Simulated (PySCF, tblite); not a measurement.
# C8H11FSi: geometry, infrared bands and NMR shifts

What infrared bands and NMR shifts should C8H11FSi (`C=CC[Si@]1(C)C=CC=C1F`) show?

Computed with tblite 0.8.0 and PySCF 2.14.0, with density-fitted response routines of our own, on a single molecule in the gas phase. Atoms are numbered from 0 throughout.

## Step 1: The molecule as given

21 atoms, charge 0, multiplicity 1; geometry from: force field or distance geometry start.

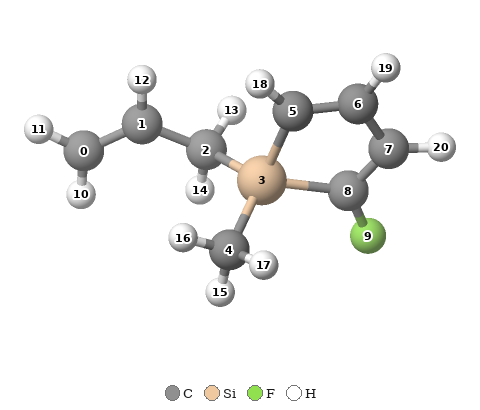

As it starts; carbon grey, silicon light orange, fluorine green, hydrogen white, atoms numbered.

## Step 2: Optimising the geometry with GFN2-xTB

The job: settings as JSON, then the geometry in Å.

```
{"job": {"kind": "relax", "xc": "GFN2-xTB", "basis": "xTB"}, "charge": 0, "multiplicity": 1}
C      3.443800    -0.241900     0.330700
C      2.242300    -0.773900     0.019300
C      1.223200    -0.111700    -0.834600
Si    -0.389300     0.329700     0.017200
C     -0.230000     1.521400     1.421900
C     -1.399500    -1.225200     0.505900
C     -2.543500    -1.278900    -0.193900
C     -2.752400    -0.184300    -1.123300
C     -1.771500     0.722900    -1.162500
F     -1.794100     1.804300    -1.958300
H      3.725200     0.740800    -0.029900
H      4.145200    -0.780900     0.949700
H      2.010700    -1.774400     0.412400
H      1.001700    -0.777700    -1.682300
H      1.622600     0.817800    -1.274300
H      0.185300     2.475300     1.080800
H      0.432600     1.142200     2.201400
H     -1.199900     1.730300     1.875400
H     -1.038400    -1.919200     1.256100
H     -3.271400    -2.071400    -0.076100
H     -3.651600    -0.128300    -1.736200
```

Launch:

```
> OMP_NUM_THREADS=1 python probes_run.py task.json out
```

This one command runs all jobs of the session in turn.

Standard output:

```text
step      E/eV     max force
  0    -791.34780    1.665
  1    -791.43766    1.330
  2    -791.47237    0.409
  3    -791.48569    0.415
  4    -791.50173    0.379
  5    -791.51331    0.290
  6    -791.52423    0.222
  7    -791.52888    0.145
  8    -791.53120    0.111
  9    -791.53260    0.089
 10    -791.53376    0.083
 11    -791.53431    0.051
 12    -791.53469    0.042
 13    -791.53506    0.049
 14    -791.53547    0.058
 15    -791.53585    0.051
 16    -791.53620    0.036
 17    -791.53650    0.036
 18    -791.53680    0.043
 19    -791.53709    0.048
 20    -791.53740    0.053
 21    -791.53773    0.053
 22    -791.53805    0.045
 23    -791.53837    0.063
 24    -791.53870    0.054
 25    -791.53899    0.041
 26    -791.53921    0.038
 27    -791.53940    0.045
 28    -791.53960    0.055
 29    -791.53983    0.045
 30    -791.54005    0.031
 31    -791.54024    0.032
 32    -791.54045    0.039
 33    -791.54080    0.057
 34    -791.54138    0.063
 35    -791.54211    0.062
 36    -791.54266    0.042
 37    -791.54296    0.045
 38    -791.54319    0.047
 39    -791.54348    0.045
 40    -791.54384    0.044
 41    -791.54420    0.041
 42    -791.54452    0.039
 43    -791.54481    0.044
 44    -791.54504    0.030
 45    -791.54518    0.020
 46    -791.54528    0.017
 47    -791.54537    0.026
 48    -791.54550    0.031
 49    -791.54567    0.026
 50    -791.54585    0.028
 51    -791.54600    0.025
 52    -791.54617    0.030
 53    -791.54640    0.037
 54    -791.54668    0.040
 55    -791.54694    0.043
 56    -791.54715    0.037
 57    -791.54736    0.031
 58    -791.54757    0.032
 59    -791.54779    0.032
 60    -791.54796    0.024
 61    -791.54807    0.019
 62    -791.54815    0.017
 63    -791.54824    0.020
 64    -791.54833    0.025
 65    -791.54842    0.029
 66    -791.54850    0.022
 67    -791.54858    0.025
 68    -791.54867    0.020
 69    -791.54876    0.022
 70    -791.54882    0.020
 71    -791.54887    0.018
 72    -791.54891    0.015
 73    -791.54895    0.018
 74    -791.54898    0.014
 75    -791.54900    0.010
 76    -791.54902    0.008
```

It took 1.2 s on 1 thread of Arm Neoverse N1, shared host.

Along the way: (not every step is listed)

| step | energy from step 0 (eV) | largest force (eV/Å) |
| --- | --- | --- |
| 0 | 0.0000 | 1.6653 |
| 1 | -0.0899 | 1.3295 |
| 2 | -0.1246 | 0.4093 |
| 3 | -0.1379 | 0.4153 |
| 4 | -0.1539 | 0.3789 |
| 5 | -0.1655 | 0.2902 |
| 6 | -0.1764 | 0.2220 |
| 7 | -0.1811 | 0.1449 |
| 8 | -0.1834 | 0.1106 |
| 14 | -0.1877 | 0.0576 |
| 20 | -0.1896 | 0.0528 |
| 26 | -0.1914 | 0.0381 |
| 32 | -0.1926 | 0.0389 |
| 38 | -0.1954 | 0.0473 |
| 44 | -0.1972 | 0.0296 |
| 50 | -0.1980 | 0.0278 |
| 56 | -0.1993 | 0.0373 |
| 62 | -0.2003 | 0.0171 |
| 68 | -0.2009 | 0.0204 |
| 71 | -0.2011 | 0.0181 |
| 72 | -0.2011 | 0.0149 |
| 73 | -0.2011 | 0.0177 |
| 74 | -0.2012 | 0.0137 |
| 75 | -0.2012 | 0.0104 |
| 76 | -0.2012 | 0.0076 |

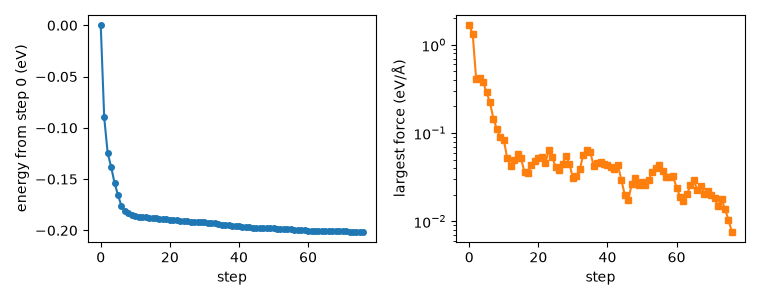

Energy and largest force along the relaxation.

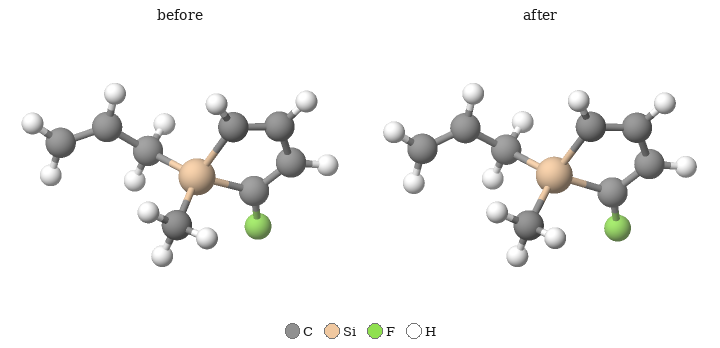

Before and after, at one scale.

Distances of close pairs at the start and the end, largest changes first:

| bond | before (Å) | after (Å) | change (Å) |
| --- | --- | --- | --- |
| Si3–C4 | 1.849 | 1.899 | +0.050 |
| Si3–C8 | 1.859 | 1.906 | +0.047 |
| C2–Si3 | 1.876 | 1.916 | +0.040 |
| C0–C1 | 1.350 | 1.321 | -0.030 |
| Si3–C5 | 1.918 | 1.889 | -0.029 |
| C1–H12 | 1.100 | 1.082 | -0.018 |
| C2–H14 | 1.103 | 1.089 | -0.014 |
| C7–H20 | 1.090 | 1.079 | -0.011 |

The final coordinates are the input of the step that follows.

## Step 3: Harmonic vibrations with GFN2-xTB

The job: settings as JSON, then the geometry in Å.

```
{"job": {"kind": "ir", "xc": "GFN2-xTB", "basis": "xTB"}, "charge": 0, "multiplicity": 1}
C      3.284596    -0.139081     0.470897
C      2.228618    -0.769889    -0.010246
C      1.232133    -0.163323    -0.932344
Si    -0.375915     0.255368     0.022236
C     -0.062827     1.519289     1.404956
C     -1.394075    -1.263347     0.496613
C     -2.541186    -1.275013    -0.195115
C     -2.778614    -0.174835    -1.114215
C     -1.796350     0.729290    -1.157685
F     -1.852538     1.817637    -1.953224
H      3.508833     0.877686     0.192246
H      3.973154    -0.609544     1.151531
H      2.022963    -1.789674     0.286647
H      1.001987    -0.857836    -1.740268
H      1.637583     0.746176    -1.374400
H      0.272325     2.466978     0.994625
H      0.709564     1.157095     2.076092
H     -0.958943     1.705016     1.988300
H     -1.145814    -2.042613     1.197001
H     -3.289916    -2.049168    -0.106751
H     -3.684497    -0.123270    -1.697369
```

Standard output:

```text
mode    cm-1     km/mol
  1      29.4      0.34
  2      58.1      0.43
  3      81.6      0.99
  4      89.8      0.18
  5     100.5      0.05
  6     127.0      0.27
  7     158.7      1.76
  8     210.6      3.79
  9     244.3      7.69
 10     337.2     17.24
 11     384.9      2.76
 12     398.4      5.42
 13     418.4     12.43
 14     430.3     18.38
 15     568.3     18.68
 16     616.2     14.06
 17     643.4     20.95
 18     723.3     16.56
 19     733.0     26.15
 20     760.1      6.86
 21     779.0     11.55
 22     811.8    128.67
 23     828.1     91.75
 24     854.8    114.58
 25     867.3     22.64
 26     883.3     12.41
 27     912.6      0.57
 28     954.2     22.66
 29    1020.3      8.63
 30    1030.0      5.21
 31    1049.9     20.35
 32    1102.5     26.59
 33    1176.7     53.85
 34    1187.6     75.29
 35    1202.7     12.34
 36    1233.9     13.05
 37    1295.2      6.44
 38    1320.1      2.74
 39    1359.9     10.55
 40    1411.4      7.80
 41    1454.0      1.53
 42    1470.0      1.92
 43    1471.5      0.74
 44    1553.9     54.00
 45    1634.8     32.44
 46    1709.5     29.98
 47    2983.8     25.59
 48    2995.8     15.34
 49    3043.2      6.80
 50    3047.4     10.25
 51    3050.4     21.58
 52    3058.2     36.47
 53    3065.2     35.78
 54    3095.2     52.09
 55    3098.6     21.63
 56    3102.6     35.77
 57    3125.9     55.88
```

Wall time 1.8 s (1 thread of Arm Neoverse N1, shared host).

Which atoms move in the most intense modes:

| cm⁻¹ | km/mol | atoms |
| --- | --- | --- |
| 812 | 128.7 | Si3 25 %, C4 16 %, H17 13 %, C2 10 % |
| 828 | 91.8 | H16 39 %, H17 18 %, C4 15 %, H15 12 % |
| 855 | 114.6 | Si3 23 %, H15 15 %, H17 12 %, C5 11 % |
| 1177 | 53.9 | H13 33 %, C2 22 %, C1 19 % |
| 1188 | 75.3 | C8 44 %, H19 18 %, F9 15 % |
| 1554 | 54.0 | C6 37 %, C5 30 %, C8 16 %, C7 14 % |
| 3095 | 52.1 | H20 88 % |
| 3126 | 55.9 | H11 67 %, H10 22 % |

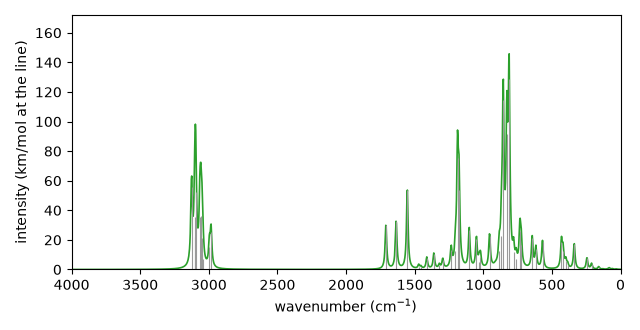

The infrared spectrum from these modes, unscaled. Lines are broadened to a width of 14 cm⁻¹ (Lorentzian).

## Step 4: Nuclear shieldings: PBE0/pcSseg-1

Settings changed since step 3:

```diff
@@ -1,2 +1,2 @@
-{"job": {"kind": "ir", "xc": "GFN2-xTB", "basis": "xTB"}, "charge": 0, "multiplicity": 1}
+{"job": {"kind": "nmr", "xc": "PBE0", "basis": "pcSseg-1"}, "charge": 0, "multiplicity": 1}
 C      3.284596    -0.139081     0.470897
```

With the program's defaults for keys left out, this is: GIAO PBE0/pcSseg-1 NMR shielding, non-relativistic, gas phase.

Standard output:

```text
coarse grid: 18224 points
cycle   1  E = -699.9458567149  dE =  1.292e+00  |g| = 6.428e-01  |ddm| = 4.229e+00
cycle   2  E = -699.9049108018  dE =  4.095e-02  |g| = 7.819e-01  |ddm| = 1.056e+00
cycle   3  E = -700.0363743093  dE = -1.315e-01  |g| = 1.367e-01  |ddm| = 6.493e-01
cycle   4  E = -700.0410971047  dE = -4.723e-03  |g| = 4.060e-02  |ddm| = 1.621e-01
cycle   5  E = -700.0414659674  dE = -3.689e-04  |g| = 1.479e-02  |ddm| = 4.050e-02
cycle   6  E = -700.0415078580  dE = -4.189e-05  |g| = 4.209e-03  |ddm| = 1.511e-02
cycle   7  E = -700.0415116631  dE = -3.805e-06  |g| = 7.946e-04  |ddm| = 3.964e-03
final grid: 172288 points
cycle   8  E = -700.1082980976  dE = -4.716e-05  |g| = 9.671e-03  |ddm| = 3.464e-02
cycle   9  E = -700.1082896114  dE =  8.486e-06  |g| = 1.187e-02  |ddm| = 1.702e-02
cycle  10  E = -700.1083210348  dE = -3.142e-05  |g| = 1.825e-03  |ddm| = 9.498e-03
cycle  11  E = -700.1083216415  dE = -6.067e-07  |g| = 3.238e-04  |ddm| = 1.579e-03
cycle  12  E = -700.1083216604  dE = -1.893e-08  |g| = 1.535e-04  |ddm| = 3.692e-04
cycle  13  E = -700.1083216659  dE = -5.442e-09  |g| = 3.767e-05  |ddm| = 1.460e-04
cycle  14  E = -700.1083216662  dE = -2.947e-10  |g| = 1.415e-05  |ddm| = 4.573e-05
converged SCF energy = -700.1083216662

GIAO shielding tensors (ppm)
atom      isotropic    diamagn.    paramagn.     s11        s22        s33       span
  0 C       65.654     253.151    -187.497    -46.820     87.531    156.251    203.071
  1 C       44.028     257.794    -213.765    -76.147     48.062    160.170    236.318
  2 C      161.119     253.625     -92.506    143.918    160.472    178.968     35.049
  3 Si     366.736     882.143    -515.407    345.860    366.799    387.548     41.688
  4 C      195.210     254.652     -59.441    187.031    197.699    200.900     13.869
  5 C       60.936     263.082    -202.146    -47.439     61.183    169.063    216.502
  6 C       34.470     255.655    -221.185    -87.976     40.334    151.052    239.029
  7 C       58.873     258.140    -199.267    -47.614     82.012    142.221    189.835
  8 C       -4.614     261.002    -265.616    -95.214     25.553     55.820    151.034
  9 F      293.502     475.547    -182.044    164.286    246.456    469.765    305.479
 10 H       26.283      31.314      -5.031     22.511     25.616     30.722      8.211
 11 H       26.405      28.506      -2.101     23.241     25.433     30.540      7.299
 12 H       25.587      32.293      -6.706     23.165     24.709     28.887      5.722
 13 H       29.769      31.808      -2.038     25.645     28.483     35.180      9.536
 14 H       29.653      32.950      -3.297     25.857     28.928     34.174      8.317
 15 H       31.408      31.143       0.266     27.286     28.173     38.766     11.480
 16 H       31.011      32.084      -1.072     25.952     29.360     37.722     11.769
 17 H       31.582      30.248       1.334     26.562     28.636     39.549     12.986
 18 H       26.087      33.344      -7.257     25.041     25.523     27.698      2.657
 19 H       24.710      30.756      -6.045     22.472     23.773     27.886      5.414
 20 H       25.425      30.652      -5.227     22.602     24.584     29.090      6.488
```

Wall time 1.9 min (1 thread of Arm Neoverse N1, shared host); peak memory 1.1 GiB.

The references, computed at this level on geometries of the same kind, shield at (ppm): ¹H TMS 31.72, ¹³C TMS 186.9, ²⁹Si TMS 349.2, ¹⁹F CFCl3 170.9. Their shielding less the atom's gives the shift. The references are single molecules in the gas phase, so shifts against H2O, NH3, PH3, H3PO4 or CFCl3 are not on the usual liquid scales and can be off by tens of ppm. Atoms listed in one row are averaged.

| atoms | environment | σ (ppm) | δ (ppm) | δ scaled to CDCl3 |
| --- | --- | --- | --- | --- |
| C8 | fully substituted alkene carbon | -4.6 | 191.5 | 185.0 |
| C6 | alkene CH | 34.5 | 152.5 | 146.9 |
| C1 | alkene CH | 44.0 | 142.9 | 137.6 |
| C7 | alkene CH | 58.9 | 128.1 | 123.1 |
| C5 | alkene CH | 60.9 | 126.0 | 121.1 |
| C0 | terminal =CH2 carbon | 65.7 | 121.3 | 116.4 |
| C2 | allylic sp3 CH2 bonded to Si | 161.1 | 25.8 | 23.3 |
| C4 | methyl carbon bonded to Si | 195.2 | -8.3 | -10.0 |
| H19 | hydrogen on an alkene CH | 24.71 | 7.01 | 6.71 |
| H20 | hydrogen on an alkene CH | 25.43 | 6.29 | 6.04 |
| H12 | hydrogen on an alkene CH | 25.59 | 6.13 | 5.88 |
| H18 | hydrogen on an alkene CH | 26.09 | 5.63 | 5.41 |
| H10 | hydrogen on a terminal =CH2 carbon | 26.28 | 5.43 | 5.23 |
| H11 | hydrogen on a terminal =CH2 carbon | 26.40 | 5.31 | 5.11 |
| H14 | hydrogen on an allylic sp3 CH2 bonded to Si | 29.65 | 2.06 | 2.05 |
| H13 | hydrogen on an allylic sp3 CH2 bonded to Si | 29.77 | 1.95 | 1.94 |
| H15, H16, H17 | hydrogen on a methyl carbon bonded to Si | 31.33 | 0.38 | 0.47 |
| Si3 | silicon bonded to 4 C, in a 5-membered ring | 366.7 | -17.6 | – |
| F9 | vinylic fluorine | 293.5 | -122.6 | – |

The scaled column applies a straight-line fit of computed shieldings to shifts measured in CDCl3, and one for carbons that bear F (root-mean-square error 0.16 ppm for H, 1.9 ppm for C).

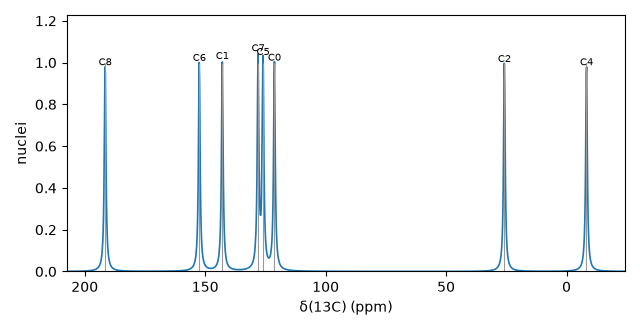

¹³C lines at the computed shifts, without couplings. Lines are broadened to a width of 0.80 ppm (Lorentzian).

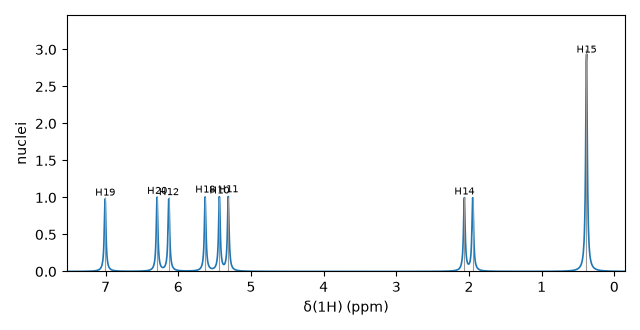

¹H lines at the computed shifts, without couplings. Lines are broadened to a width of 0.03 ppm (Lorentzian).

The run also stored atomic charges by several schemes (e):

| atoms | Mulliken | IAO | Hirshfeld | ESP fit |
| --- | --- | --- | --- | --- |
| C0 | -0.15 | -0.34 | -0.11 | -0.57 |
| C1 | -0.27 | -0.13 | -0.04 | 0.10 |
| C2 | -0.46 | -0.53 | -0.15 | -0.56 |
| Si3 | 1.07 | 1.03 | 0.39 | 0.82 |
| C4 | -0.61 | -0.71 | -0.21 | -0.67 |
| C5 | -0.45 | -0.46 | -0.16 | -0.49 |
| C6 | -0.08 | -0.12 | -0.04 | -0.12 |
| C7 | -0.18 | -0.21 | -0.08 | -0.19 |
| C8 | 0.02 | 0.02 | -0.01 | -0.03 |
| F9 | -0.28 | -0.26 | -0.10 | -0.17 |

Hirshfeld charges:

C0 -0.11; C1 -0.04; C2 -0.15; Si3 0.39; C4 -0.21; C5 -0.16; C6 -0.04; C7 -0.08; C8 -0.01; F9 -0.10; H10 0.04; H11 0.04; H12 0.05; H13 0.05; H14 0.05; H15 0.05; H16 0.04; H17 0.05; H18 0.04; H19 0.05; H20 0.05

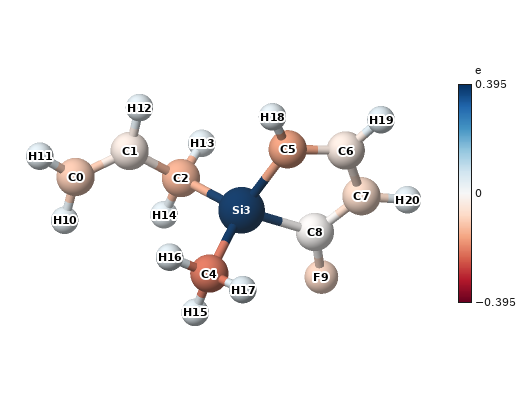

Hirshfeld charges, as colours on the atoms.

Mayer bond orders: C0–C1 1.96, C1–C2 1.05, C2–Si3 0.90, Si3–C4 1.01, Si3–C5 0.86, C5–C6 1.84, C6–C7 1.08, C7–C8 1.77, C8–F9 0.88, C8–Si3 0.80.

Ring of atoms Si3, C5, C6, C7, C8: NICS(0) 0.9, NICS(1) -0.7, NICS(1)zz 5.2 ppm (means of both faces).

The fields below are evaluated on a grid from the run's orbitals.

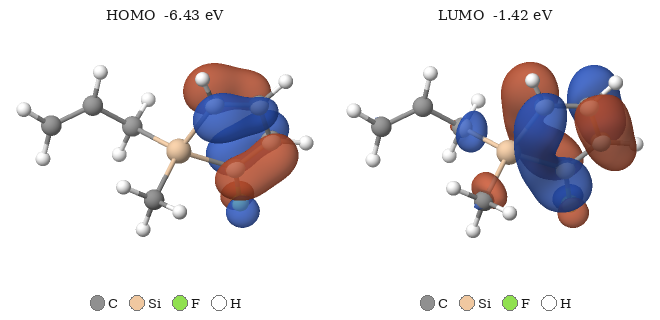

Frontier orbitals at PBE0/pcSseg-1; each surface holds 70 % of the orbital's density, blue and red mark the sign.

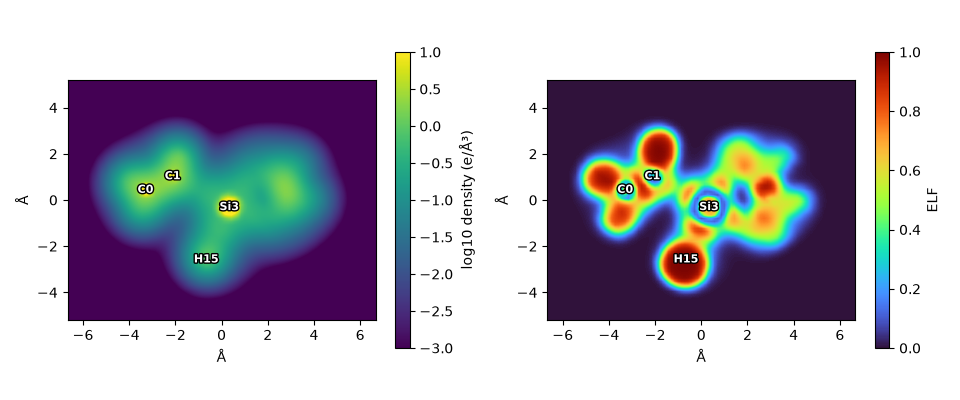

Density (left) and ELF (right) in a plane through or near 4 of the atoms.

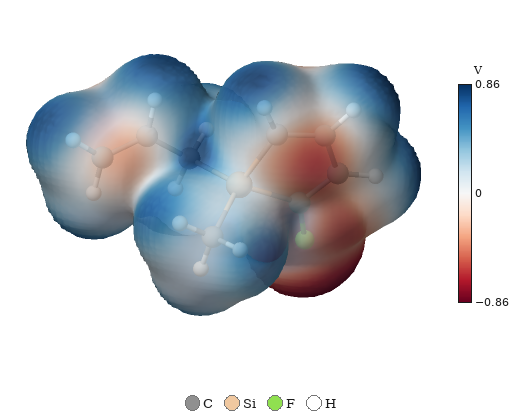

Electrostatic potential on the surface of density 0.002 e/bohr³; red is low, blue high. It runs from -0.86 V near F9 to 0.85 V near H14.

## Step 5: Outcome

| quantity | value |
| --- | --- |
| strongest single infrared mode (GFN2-xTB) | 812 cm⁻¹, 129 km/mol |
| zero-point energy (GFN2-xTB) | 102.0 kcal/mol |
| ¹³C shifts against TMS (PBE0/pcSseg-1) | 191.5, 152.5, 142.9, 128.1, 126.0, 121.3, 25.8, -8.3 ppm |
| ¹H shifts against TMS (PBE0/pcSseg-1, means over atoms taken as alike) | 7.01, 6.29, 6.13, 5.63, 5.43, 5.31, 2.06, 1.95, 0.38 ppm |
| ²⁹Si shifts against TMS (PBE0/pcSseg-1) | -17.6 ppm |
| ¹⁹F shifts against CFCl3 (PBE0/pcSseg-1) | -122.6 ppm |
| surface potential, least and greatest | -0.86 V and 0.85 V |

Relaxing lowered the energy by 0.201 eV in 76 steps; the close pair that moved most is Si3–C4, from 1.849 to 1.899 Å. No mode is imaginary among the 57: a minimum at this level. The strongest single mode, at 812 cm⁻¹, is spread over several atoms, Si3, C4, H17, C2 among them. GFN2-xTB is a fitted tight-binding method: band positions and strengths are rough. Its intensities can rank the bands wrongly. At PBE0/pcSseg-1: The largest span, 305 ppm, is at F9, where the paramagnetic term is -182 ppm. At PBE0/pcSseg-1, counted by nearest atom on the grid, the HOMO lies on C5, C8 about 26 % each; C7 18 %, the LUMO on C5, C8 about 20 % each; C6 16 %.
